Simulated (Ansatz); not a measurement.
# SiH3+ (singlet): correlated methods under varied settings at scale of all distances = 1.118

Aim: run SiH3+ (singlet) at one geometry under a spread of methods and options, and see what each costs and gives.

Program: Ansatz 0.2.0, Gaussian basis. Level of theory: the settings change from run to run. These are calculated values, not measurements.

8 further runs of the same task are left out: 2 for a known fault of the program, 6 that didn't finish.

## Step 1: What is computed

The geometry derives from a PBE0/def2-TZVP stationary point (not a proven minimum). All distances are scaled together.

4 atoms, charge 1, spin multiplicity 1.

Atoms are counted from 1 here; the program's logs count them from 0.

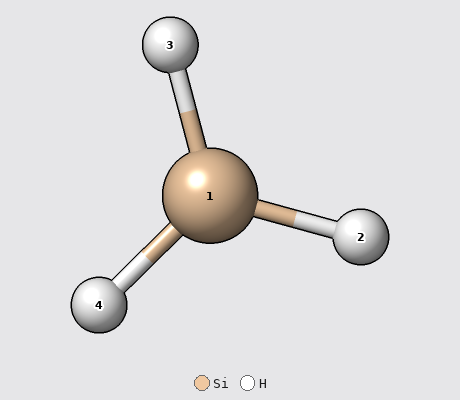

The structure; silicon light orange, hydrogen white; atoms are numbered from 1 in the order of the file.

## Step 2: FCI/6-31G*

Input file in.yaml:

```yaml
crystal:
  periodic: [false, false, false]
  atoms:
    - {symbol: Si, position_ang: [0.000000, 0.000000, 0.000000]}
    - {symbol: H, position_ang: [1.645632, 0.015906, -0.000107]}
    - {symbol: H, position_ang: [-0.836591, 1.417202, -0.003248]}
    - {symbol: H, position_ang: [-0.809041, -1.433108, 0.003355]}
basis:
  gaussian: {orbitals: "6-31G*"}
total_charge: 1
correlation: {method: fci, electrons: outside_noble_gas}
scf: {lower_state_search: light}
```

Started as:

```
$ ansatz run in.yaml --threads 1 --pin off --events-out ev --progress --plain --max-ram 2393MiB
```

Log:

```text
Functional definition: HF
  name "HF"
  cite "Fock, Z. Phys. 61, 126 (1930) doi:10.1007/BF01340294"
  parent pbe
  exchange = exact_x
  correlation = 0
450 factors; integrals over basis functions are off by at most 3.6e-8 eV
mean field evaluation 1: about -7899.0109 eV, gradient 6.9e0 eV
mean field evaluation 2: about -7899.0131 eV, gradient 6.9e0 eV
mean field evaluation 4: about -7899.2839 eV, gradient 2.1e-1 eV
mean field evaluation 8: about -7899.2841 eV, gradient 2.0e-5 eV
mean field -7899.28414656 eV, -290.2933380591 hartree, gradient 2.1e-6 eV, S^2 0.000000; 0 other end points of the search recorded, 0 dependent functions left out
5 core orbitals not correlated: weight in the atoms' cores, before any rotation towards them, 1.000 or more for the frozen orbitals, at most 0.000 for the correlated occupied ones
reference -7899.28414656 eV, -290.2933380591 hartree; 3, 3 occupied and 17, 17 virtual orbitals, 450 factors
state -7901.88712135 eV, -290.3889956182 hartree
Total energy: -7901.88712135 eV, -290.3889956182 hartree
```

It took 1.1 s on 1 thread of Arm Neoverse V2, shared host.

From the report: 332,508 determinants, symmetry A1.

## Step 3: CASCI(4,3)/cc-pVDZ

Changes to in.yaml since step 2:

```diff
@@ -8,5 +8,4 @@
 basis:
-  gaussian: {orbitals: "6-31G*"}
+  gaussian: {orbitals: cc-pVDZ}
 total_charge: 1
-correlation: {method: fci, electrons: outside_noble_gas}
-scf: {lower_state_search: light}
+correlation: {active_space: {window: {electrons: 4, orbitals: 3}, fixed_orbitals: true}}
```

Launched as before.

Log:

```text
Functional definition: HF
  name "HF"
  cite "Fock, Z. Phys. 61, 126 (1930) doi:10.1007/BF01340294"
  parent pbe
  exchange = exact_x
  correlation = 0
314 factors; integrals over basis functions are off by at most 1.4e-3 eV
mean field evaluation 1: about -7899.6228 eV, gradient 7.3e0 eV
mean field evaluation 2: about -7899.6208 eV, gradient 7.3e0 eV
mean field evaluation 4: about -7899.9269 eV, gradient 2.1e-1 eV
mean field evaluation 8: about -7899.9265 eV, gradient 6.1e-6 eV
mean field -7899.92654830 eV, -290.3169458875 hartree, gradient 6.1e-6 eV, S^2 0.000000; 0 other end points of the search recorded, 0 dependent functions left out
reference -7899.92654830 eV, -290.3169458875 hartree; 8, 8 occupied and 25, 25 virtual orbitals, 314 factors
state -7899.93900485 eV, -290.3174036573 hartree
Total energy: -7899.93900485 eV, -290.3174036573 hartree
```

Run time: 0.12 s. Hardware: 1 thread of Arm Neoverse V2, shared host.

From the report: 3 determinants; active occupations 2.00, 2.00, 0.00.

## Step 4: BCCD(T) on UHF/def2-mTZVP

Changes to in.yaml since step 3:

```diff
@@ -8,4 +8,7 @@
 basis:
-  gaussian: {orbitals: cc-pVDZ}
+  gaussian: {orbitals: def2-mTZVP}
 total_charge: 1
-correlation: {active_space: {window: {electrons: 4, orbitals: 3}, fixed_orbitals: true}}
+magnetization: {spin_polarized: true, initial_magnetization: 0}
+correlation: {method: bccd_t, electrons: all}
+scf: {omitted_lower_state_checks: [cluster_reference]}
+output: {forces: true}
```

The command is unchanged.

Log, shortened:

```text
Functional definition: HF
  name "HF"
  cite "Fock, Z. Phys. 61, 126 (1930) doi:10.1007/BF01340294"
  parent pbe
[...]
292 factors; integrals over basis functions are off by at most 6.4e-4 eV
[...]
mean field -7899.73463675 eV, -290.3098932682 hartree, gradient 9.7e-7 eV, S^2 0.000000; 0 other end points of the search recorded, 0 dependent functions left out
reference -7899.73463675 eV, -290.3098932682 hartree; 8, 8 occupied and 23, 23 virtual orbitals, 292 factors
second order -2.79412625 eV of doubles, -0.00000000 eV of singles
cycle   1  -3.22895195 eV  change   -4.3e-1 eV  update   5.8e-2
[...]
cycle   9  -3.46043343 eV  change    1.5e-6 eV  update   1.7e-6
perturbative correction -0.07812319 eV, -0.0028709742 hartree
[...]
Total energy: -7903.27319337 eV, -290.4399328253 hartree
Atom 0 at     0.000000     0.000000     0.000000 Å, force     0.000001     0.000000    -0.000000 eV/Å
Atom 1 at     1.645632     0.015906    -0.000107 Å, force    -2.196083    -0.021226     0.000143 eV/Å
Atom 2 at    -0.836591     1.417202    -0.003248 Å, force     1.116424    -1.891243     0.004334 eV/Å
Atom 3 at    -0.809041    -1.433108     0.003355 Å, force     1.079658     1.912470    -0.004477 eV/Å
Dipole moment:     0.000000     0.000000     0.000000 e Å
Checks for a lower state left out: cluster_reference
```

It took 2 s on 1 thread of Arm Neoverse V2, shared host.

From the report: ⟨S²⟩ of the determinant 0.000 (pure singlet: 0.00); correlation -3.5386 eV; largest double amplitude 0.06.

## Step 5: CCSD(T) on UHF/6-31G*

Changes to in.yaml since step 4:

```diff
@@ -8,7 +8,6 @@
 basis:
-  gaussian: {orbitals: def2-mTZVP}
+  gaussian: {orbitals: "6-31G*"}
 total_charge: 1
 magnetization: {spin_polarized: true, initial_magnetization: 0}
-correlation: {method: bccd_t, electrons: all}
-scf: {omitted_lower_state_checks: [cluster_reference]}
+correlation: {method: ccsd_t, electrons: all}
 output: {forces: true}
```

Same command.

Log, shortened:

```text
Functional definition: HF
  name "HF"
  cite "Fock, Z. Phys. 61, 126 (1930) doi:10.1007/BF01340294"
  parent pbe
[...]
261 factors; integrals over basis functions are off by at most 1.0e-3 eV
[...]
mean field -7899.28419480 eV, -290.2933398319 hartree, gradient 3.1e-6 eV, S^2 0.000000; 0 other end points of the search recorded, 0 dependent functions left out
reference -7899.28419480 eV, -290.2933398319 hartree; 8, 8 occupied and 17, 17 virtual orbitals, 261 factors
second order -2.12982222 eV of doubles, -0.00000000 eV of singles
cycle   1  -2.56540412 eV  change   -4.4e-1 eV  update   5.7e-2
[...]
cycle   9  -2.78743271 eV  change    2.7e-6 eV  update   1.5e-6
perturbative correction -0.05724430 eV, -0.0021036894 hartree
[...]
Total energy: -7902.12887182 eV, -290.3978797840 hartree
Atom 0 at     0.000000     0.000000     0.000000 Å, force     0.000001     0.000000     0.000000 eV/Å
Atom 1 at     1.645632     0.015906    -0.000107 Å, force    -2.298571    -0.022217     0.000149 eV/Å
Atom 2 at    -0.836591     1.417202    -0.003248 Å, force     1.168526    -1.979505     0.004537 eV/Å
Atom 3 at    -0.809041    -1.433108     0.003355 Å, force     1.130044     2.001722    -0.004686 eV/Å
Dipole moment:     0.000000     0.000000     0.000000 e Å
```

It took 0.88 s on 1 thread of Arm Neoverse V2, shared host.

From the report: ⟨S²⟩ of the determinant 0.000 (pure singlet: 0.00); correlation -2.8447 eV; T1 0.007; largest double amplitude 0.07.

## Step 6: MP2 on RHF/cc-pVDZ

Changes to in.yaml since step 5:

```diff
@@ -8,6 +8,5 @@
 basis:
-  gaussian: {orbitals: "6-31G*"}
+  gaussian: {orbitals: cc-pVDZ}
 total_charge: 1
-magnetization: {spin_polarized: true, initial_magnetization: 0}
-correlation: {method: ccsd_t, electrons: all}
-output: {forces: true}
+magnetization: {spin_polarized: false}
+correlation: {method: mp2, electrons: valence}
```

The command is unchanged.

Log:

```text
Functional definition: HF
  name "HF"
  cite "Fock, Z. Phys. 61, 126 (1930) doi:10.1007/BF01340294"
  parent pbe
  exchange = exact_x
  correlation = 0
314 factors; integrals over basis functions are off by at most 1.4e-3 eV
mean field evaluation 1: about -7899.6228 eV, gradient 7.3e0 eV
mean field evaluation 2: about -7899.6208 eV, gradient 7.3e0 eV
mean field evaluation 4: about -7899.9269 eV, gradient 2.1e-1 eV
mean field evaluation 8: about -7899.9265 eV, gradient 6.1e-6 eV
mean field -7899.92654830 eV, -290.3169458875 hartree, gradient 6.1e-6 eV, S^2 0.000000; 0 other end points of the search recorded, 0 dependent functions left out
5 core orbitals not correlated: weight in the atoms' cores, before any rotation towards them, 1.000 or more for the frozen orbitals, at most 0.000 for the correlated occupied ones
reference -7899.92654830 eV, -290.3169458875 hartree; 3, 3 occupied and 25, 25 virtual orbitals, 314 factors
second order -2.35746094 eV of doubles, -0.00000000 eV of singles
Total energy: -7902.28400924 eV, -290.4035809791 hartree
```

Wall time 0.12 s (1 thread of Arm Neoverse V2, shared host).

## Step 7: CCSDT(Q) on UHF/6-31G*

Changes to in.yaml since step 6:

```diff
@@ -8,5 +8,7 @@
 basis:
-  gaussian: {orbitals: cc-pVDZ}
+  gaussian: {orbitals: "6-31G*"}
 total_charge: 1
-magnetization: {spin_polarized: false}
-correlation: {method: mp2, electrons: valence}
+magnetization: {spin_polarized: true, initial_magnetization: 0}
+correlation: {method: ccsdt_q, electrons: valence}
+scf: {lower_state_search: light}
+output: {forces: true}
```

Launched as before.

Log, shortened:

```text
Functional definition: HF
  name "HF"
  cite "Fock, Z. Phys. 61, 126 (1930) doi:10.1007/BF01340294"
  parent pbe
[...]
450 factors; integrals over basis functions are off by at most 3.6e-8 eV
[...]
mean field -7899.28414656 eV, -290.2933380591 hartree, gradient 2.7e-6 eV, S^2 0.000000; 0 other end points of the search recorded, 0 dependent functions left out
5 core orbitals not correlated: weight in the atoms' cores, before any rotation towards them, 1.000 or more for the frozen orbitals, at most 0.000 for the correlated occupied ones
reference -7899.28414656 eV, -290.2933380591 hartree; 3, 3 occupied and 17, 17 virtual orbitals, 450 factors
second order -1.86903992 eV of doubles, -0.00000000 eV of singles
cycle   1  -2.30991354 eV  change   -4.4e-1 eV  update   6.0e-2
[...]
cycle  11  -2.60050968 eV  change   -1.5e-7 eV  update   3.5e-7
perturbative correction -0.00172853 eV, -0.0000635224 hartree
[...]
Total energy: -7901.88638478 eV, -290.3889685497 hartree
Atom 0 at     0.000000     0.000000     0.000000 Å, force     0.000001     0.000000     0.000000 eV/Å
Atom 1 at     1.645632     0.015906    -0.000107 Å, force    -2.280118    -0.022039     0.000148 eV/Å
Atom 2 at    -0.836591     1.417202    -0.003248 Å, force     1.159144    -1.963613     0.004500 eV/Å
Atom 3 at    -0.809041    -1.433108     0.003355 Å, force     1.120972     1.985652    -0.004649 eV/Å
Dipole moment:     0.000000     0.000000     0.000000 e Å
```

Run time: 6 s. Hardware: 1 thread of Arm Neoverse V2, shared host.

From the report: ⟨S²⟩ of the determinant 0.000 (pure singlet: 0.00); correlation -2.6022 eV; T1 0.012; largest double amplitude 0.07.

## Step 8: CCSD(T) on UHF/aug-cc-pVDZ

Changes to in.yaml since step 7:

```diff
@@ -8,7 +8,6 @@
 basis:
-  gaussian: {orbitals: "6-31G*"}
+  gaussian: {orbitals: aug-cc-pVDZ}
 total_charge: 1
 magnetization: {spin_polarized: true, initial_magnetization: 0}
-correlation: {method: ccsdt_q, electrons: valence}
-scf: {lower_state_search: light}
-output: {forces: true}
+hamiltonian: {pseudopotentials: {relativity: scalar}}
+correlation: {method: ccsd_t, electrons: outside_noble_gas}
```

Same command.

Log, shortened:

```text
Functional definition: HF
  name "HF"
  cite "Fock, Z. Phys. 61, 126 (1930) doi:10.1007/BF01340294"
  parent pbe
[...]
529 factors; integrals over basis functions are off by at most 9.1e-4 eV
[...]
mean field -7914.73781492 eV, -290.8612498962 hartree, gradient 1.8e-6 eV, S^2 0.000000; 0 other end points of the search recorded, 0 dependent functions left out
5 core orbitals not correlated: weight in the atoms' cores, before any rotation towards them, 1.000 or more for the frozen orbitals, at most 0.000 for the correlated occupied ones
reference -7914.73781492 eV, -290.8612498962 hartree; 3, 3 occupied and 46, 46 virtual orbitals, 529 factors
second order -2.43156385 eV of doubles, -0.00000000 eV of singles
cycle   1  -2.95198627 eV  change   -5.2e-1 eV  update   5.8e-2
[...]
cycle   9  -3.18322408 eV  change    3.6e-6 eV  update   2.4e-6
perturbative correction -0.06045236 eV, -0.0022215832 hartree
Total energy: -7917.98149136 eV, -290.9804528069 hartree
Relativity: scalar
```

It took 0.94 s on 1 thread of Arm Neoverse V2, shared host.

From the report: ⟨S²⟩ of the determinant 0.000 (pure singlet: 0.00); correlation -3.2437 eV; T1 0.011; largest double amplitude 0.05.

## Step 9: CCSD on RHF/cc-pVDZ

Input file in.yaml:

```yaml
crystal:
  periodic: [false, false, false]
  atoms:
    - {symbol: Si, position_ang: [0.000000, 0.000000, 0.000000]}
    - {symbol: H, position_ang: [1.645632, 0.015906, -0.000107]}
    - {symbol: H, position_ang: [-0.836591, 1.417202, -0.003248]}
    - {symbol: H, position_ang: [-0.809041, -1.433108, 0.003355]}
basis:
  gaussian: {orbitals: cc-pVDZ}
total_charge: 1
magnetization: {spin_polarized: false}
correlation: {method: ccsd, electrons: outside_noble_gas}
output: {forces: true}
```

Same command.

Log, shortened:

```text
Functional definition: HF
  name "HF"
  cite "Fock, Z. Phys. 61, 126 (1930) doi:10.1007/BF01340294"
  parent pbe
[...]
314 factors; integrals over basis functions are off by at most 1.4e-3 eV
[...]
mean field -7899.92654830 eV, -290.3169458875 hartree, gradient 6.1e-6 eV, S^2 0.000000; 0 other end points of the search recorded, 0 dependent functions left out
5 core orbitals not correlated: weight in the atoms' cores, before any rotation towards them, 1.000 or more for the frozen orbitals, at most 0.000 for the correlated occupied ones
reference -7899.92654830 eV, -290.3169458875 hartree; 3, 3 occupied and 25, 25 virtual orbitals, 314 factors
second order -2.35746094 eV of doubles, -0.00000000 eV of singles
cycle   1  -2.86782238 eV  change   -5.1e-1 eV  update   5.7e-2
[...]
cycle   9  -3.09463430 eV  change    1.6e-6 eV  update   1.8e-6
[...]
Total energy: -7903.02118260 eV, -290.4306716004 hartree
Atom 0 at     0.000000     0.000000     0.000000 Å, force     0.000001     0.000000    -0.000000 eV/Å
Atom 1 at     1.645632     0.015906    -0.000107 Å, force    -2.297005    -0.022202     0.000149 eV/Å
Atom 2 at    -0.836591     1.417202    -0.003248 Å, force     1.167730    -1.978156     0.004534 eV/Å
Atom 3 at    -0.809041    -1.433108     0.003355 Å, force     1.129274     2.000358    -0.004683 eV/Å
Dipole moment:     0.000000     0.000000     0.000000 e Å
```

It took 0.33 s on 1 thread of Arm Neoverse V2, shared host.

From the report: correlation -3.0946 eV; T1 0.011; largest double amplitude 0.06.

## Step 10: CISD/cc-pVTZ

Changes to in.yaml since step 9:

```diff
@@ -8,6 +8,4 @@
 basis:
-  gaussian: {orbitals: cc-pVDZ}
+  gaussian: {orbitals: cc-pVTZ}
 total_charge: 1
-magnetization: {spin_polarized: false}
-correlation: {method: ccsd, electrons: outside_noble_gas}
-output: {forces: true}
+correlation: {active_space: {ras: {orbitals: [8, 0, 68], electrons: 16, max_holes: 2, max_particles: 2}, fixed_orbitals: true}}
```

Launched as before.

Log:

```text
Functional definition: HF
  name "HF"
  cite "Fock, Z. Phys. 61, 126 (1930) doi:10.1007/BF01340294"
  parent pbe
  exchange = exact_x
  correlation = 0
429 factors; integrals over basis functions are off by at most 1.4e-3 eV
mean field evaluation 1: about -7899.9100 eV, gradient 8.0e0 eV
mean field evaluation 2: about -7899.9097 eV, gradient 8.0e0 eV
mean field evaluation 4: about -7900.2831 eV, gradient 2.3e-1 eV
mean field evaluation 8: about -7900.2833 eV, gradient 2.4e-4 eV
mean field -7900.28325055 eV, -290.3300544535 hartree, gradient 1.2e-6 eV, S^2 0.000000; 0 other end points of the search recorded, 0 dependent functions left out
reference -7900.28325055 eV, -290.3300544535 hartree; 8, 8 occupied and 68, 68 virtual orbitals, 429 factors
state -7905.13951939 eV, -290.5085190417 hartree
Total energy: -7905.13951939 eV, -290.5085190417 hartree
```

Wall time 4.9 s (1 thread of Arm Neoverse V2, shared host); peak memory 0.26 GiB.

From the report: 114,161 determinants.

## Step 11: The runs in one table

Where basis and cores are those of an earlier FCI/cc-pVDZ run (-7903.0987 eV), and the state is the same kind, the miss against it is given.

```tsv
level	correlated	functions	energy (eV)	from FCI (meV)	time
FCI/6-31G*	outside noble gas	25	-7901.8871		1.1 s
CASCI(4,3)/cc-pVDZ		33	-7899.9390	3159.7	0.12 s
BCCD(T) on UHF/def2-mTZVP	all	31	-7903.2732		2 s
CCSD(T) on UHF/6-31G*	all	25	-7902.1289		0.88 s
MP2 on RHF/cc-pVDZ	valence	33	-7902.2840	814.7	0.12 s
CCSDT(Q) on UHF/6-31G*	valence	25	-7901.8864		6 s
CCSD(T) on UHF/aug-cc-pVDZ (relativity set)	outside noble gas	54	-7917.9815		0.94 s
CCSD on RHF/cc-pVDZ	outside noble gas	33	-7903.0212	77.6	0.33 s
CISD/cc-pVTZ	all	76	-7905.1395		4.9 s
```

## Step 12: Outcome

| quantity | value |
| --- | --- |
| runs | 9 |
| quickest | CASCI(4,3)/cc-pVDZ, 0.12 s |
| slowest | CCSDT(Q) on UHF/6-31G*, 6 s |

In words: Total energies in different bases, with other cores or another treatment of relativity can't be set against each other. CCSDT(Q) on UHF/6-31G* took 50 times as long as CASCI(4,3)/cc-pVDZ; the jobs differ in more than the method. Among the correlated runs with a miss given, it spans +78 to +815 meV. Hartree-Fock, CASSCF and CASCI lack dynamic correlation by design.
